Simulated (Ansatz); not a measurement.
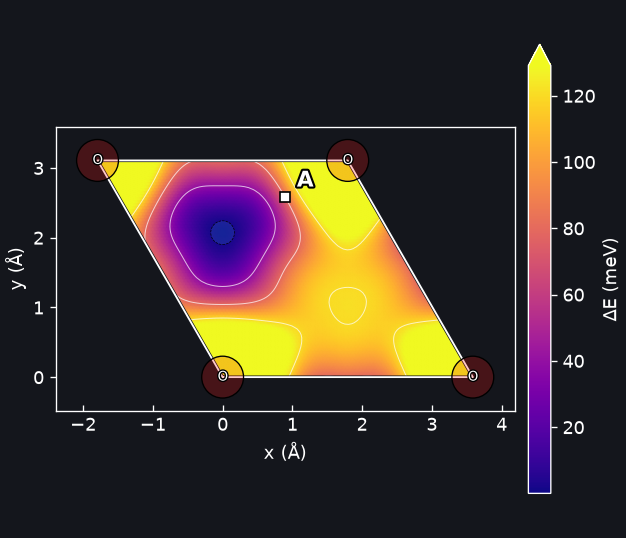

Cl on a HfO₂(111) slab cut from the Fm-3m phase, its upper half relaxed before the scan (6 atoms of substrate and one adsorbate in a 1 × 1 cell). Cl is moved over the surface cell at a fixed height above a rigid substrate; the origin of the map has the adsorbate above O6; the height is held at 2.50 Å. Places are given modulo a cell vector. The map is drawn in real space over the plane of the surface. The scan uses a 6 × 6 grid; 10 points were computed and 26 follow by symmetry. All energies are given in meV relative to the lowest grid point. With one adsorbate in each 1 × 1 cell, its nearest image is 3.6 Å away, so neighbouring adsorbates interact. At a fixed height the lowest place need not be the adsorption site. Theory: Ansatz, DFT PBE+D3(BJ), scalar-relativistic, plane waves, PAW. Settings: cutoff 420 eV, k-mesh 9×9×1, gaussian smearing 0.05 eV, spin-polarised.

Drawn: a smooth colour map with a few white contour lines, labelled circles for the atoms of the top layer and small ones for the second layer, the outline of one cell of the plane, one colour for all values above the top of the scale, the point A. Between grid points the surface is interpolated.

### Which way does the force act at A, and how strong is it?

A, at (4/6, 5/6) of the cell vectors, is not a stationary point. The computed force is 0.19 eV/Å in the plane, pointing down and left in the picture (components −0.16 and −0.09 eV/Å).

PAW datasets: the set soft_1.
